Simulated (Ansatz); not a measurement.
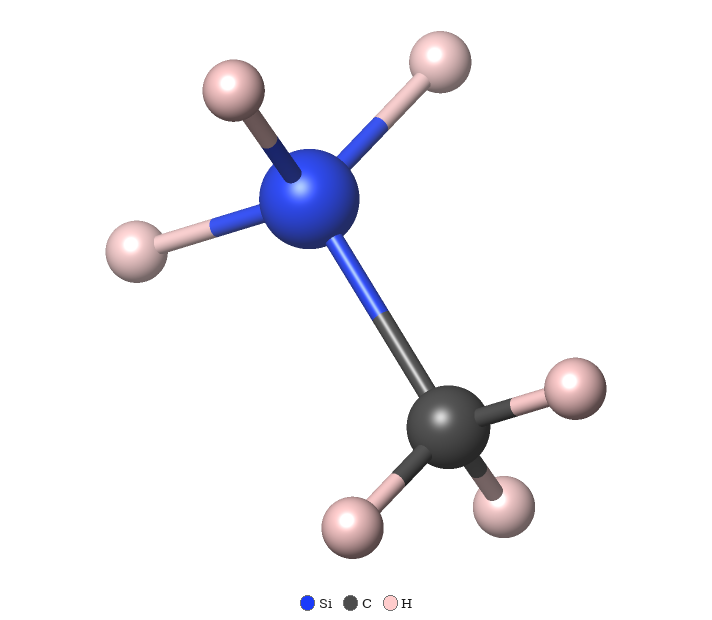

Rendered structure (ball-and-stick style). Every bond is drawn as one stick, whatever its order.

The geometry was computed by an optimisation with PBE0-D4/def2-TZVP.

Identify the structure.

The molecule is CH6Si. The point group is C3v. Coordination: 1 Si tetrahedral; 1 C tetrahedral.

More results for the same structure follow; atom numbers are the same in all pictures, views and colours differ.

### Geometry

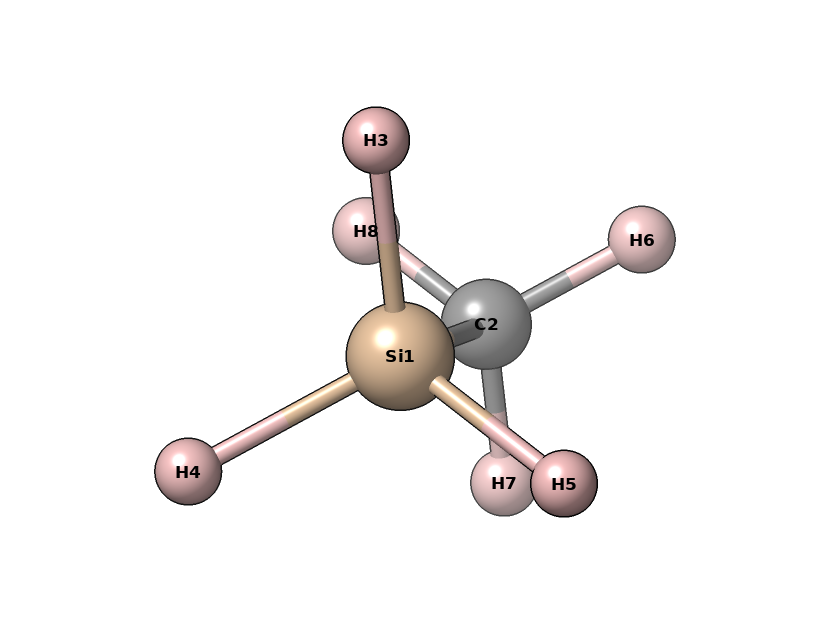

C2 lies behind Si1. The molecule seen a little off the Si1–C2 bond, Si1 in front. Distant atoms are faded towards the background colour.

What is the torsion angle H3–Si1–C2–H6? The sign is positive where the front bond must turn clockwise to cover the back bond.

60°, synclinal (gauche). The bonds about Si1–C2 are staggered.

### Charges

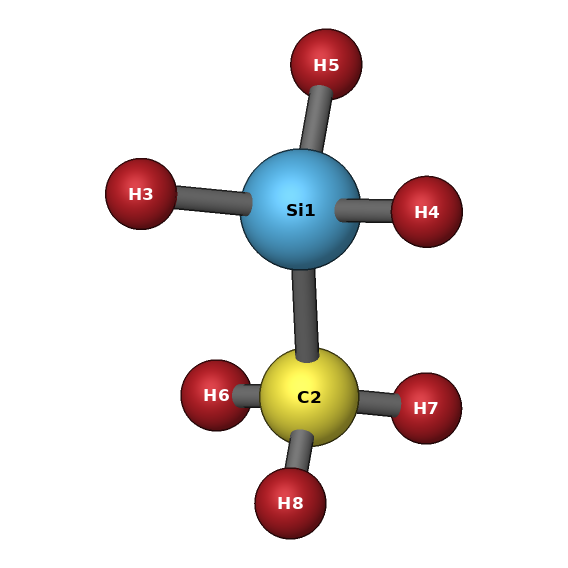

The questions are on Mulliken charges. Method: RKS PBE0-D4/def2-TZVP (Ansatz 0.2.0).

List the Mulliken charges.

| atom | value (e) |
| --- | --- |
| Si1 | 0.16 |
| C2 | −0.50 |
| H3 | −0.03 |
| H4 | −0.03 |
| H5 | −0.03 |
| H6 | 0.14 |
| H7 | 0.14 |
| H8 | 0.14 |

### Electronic properties

Method: RKS PBE0-D4/def2-TZVPP (Ansatz 0.2.0).

Predict the main results.

- HOMO energy (Kohn–Sham orbital): −9.23 eV
- LUMO energy (Kohn–Sham orbital): 0.69 eV
- HOMO–LUMO gap: 9.92 eV
- dispersion correction: −8.1 kJ/mol

### Dipole moment

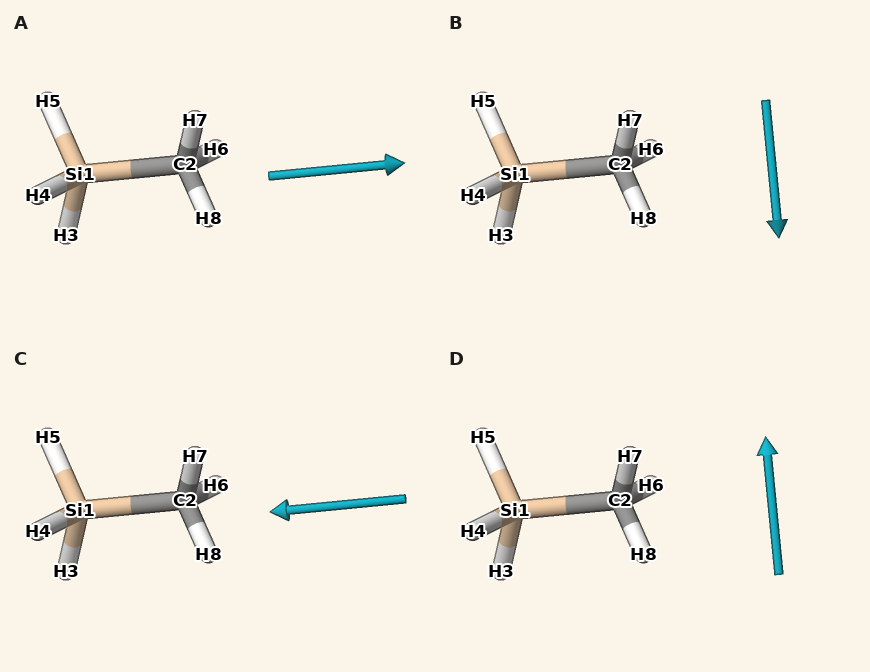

The same molecule four times, each with an arrow. Method: RKS PBE0-D4/def2-TZVP (Ansatz 0.2.0).

Which arrow points along the dipole moment, from the negative to the positive end?

A. The dipole moment is 0.83 D; it points from the side of H3, H4, H5 to the side of H6, H7, H8 (the outermost atoms at the two ends).

Mulliken values depend strongly on the basis set and can even reverse the polarity of a bond.
